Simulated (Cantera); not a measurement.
Charge: 1 mol MgO, a varied amount of SO3, 0.056 mol O2, held at 802 °C and 120 Torr.

Method: chemical equilibrium by Gibbs-energy minimisation in Cantera with the NASA 1993 tables (ideal gas, pure condensed phases). Candidate condensed phases: Mg, MgO, MgS, MgSO4, S; 14 gas species. Mutual solubility and eutectic melting of coexisting phases are not modelled. Kinetics and transport are ignored.

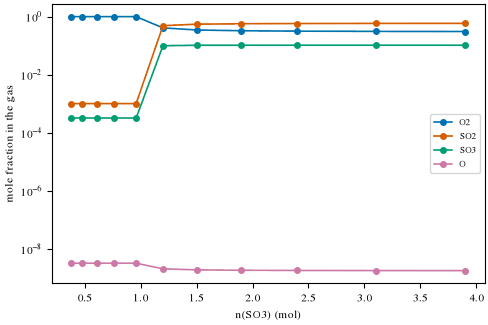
Figure: Equilibrium gas composition (values under 1e-9 drawn at 1e-9)

From 0.38 mol SO3 to 0.96 mol SO3 the condensed part is MgO(s) + MgSO4(s). From 1.2 mol SO3 to 3.9 mol SO3 the condensed part is MgSO4(s).
